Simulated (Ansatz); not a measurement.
## SiN2H6 (SMILES NN[SiH3]): the energy, rung by rung

SiN2H6: 9 atoms, total charge 0, spin state singlet. SMILES: `NN[SiH3]`. The shape was relaxed beforehand at B3LYP/def2-SVP. This is one conformer, not always the lowest.

```xyz
9

N    -0.5681    0.9453   -1.2142
N    -0.2470    0.7227    0.1407
Si    0.4159   -0.7484    0.7747
H     0.2567    0.8320   -1.8073
H    -1.2745    0.2790   -1.5336
H    -0.4276    1.5341    0.7219
H     1.7318   -1.0962    0.1475
H    -0.4824   -1.9218    0.5284
H     0.5950   -0.5465    2.2418
```

Quantity: the dissociation energy of the Si3–N2 bond into doublet SiH3 and doublet N2H3 (shapes relaxed at B3LYP/def2-SVP, no zero-point term), in eV. The values are calculated.

| level | kind | program | value (eV) | CPU time (all runs) |
| --- | --- | --- | --- | --- |
| HF/def2-TZVP | Hartree–Fock | Ansatz | 2.51 | 1.2 s |
| PBE/def2-TZVP | GGA | Ansatz | 3.16 | 3 s |
| r2SCAN/def2-TZVP | meta-GGA | Ansatz | 3.14 | 5.2 s |
| B3LYP/def2-TZVP | global hybrid | Ansatz | 3.17 | 3.7 s |
| MP2/def2-TZVP | perturbation theory | Ansatz | 3.67 | 2.2 s |

The values span 2.51 to 3.67 eV. Hartree–Fock misses the correlation of the electron pair that is broken and comes out low. Measured bond enthalpies also hold zero-point and thermal terms, a few tenths of an eV less. Times are those of the runs behind each value, whatever else they computed, on shared processors of several kinds: orders of magnitude only.

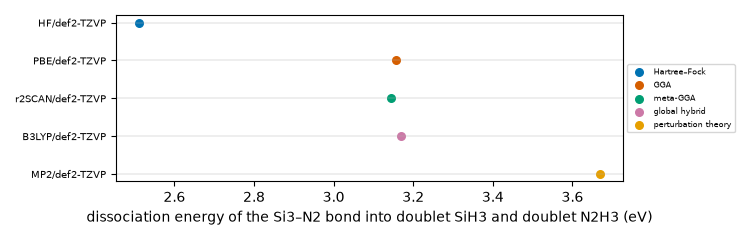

The values of the table, level by level.
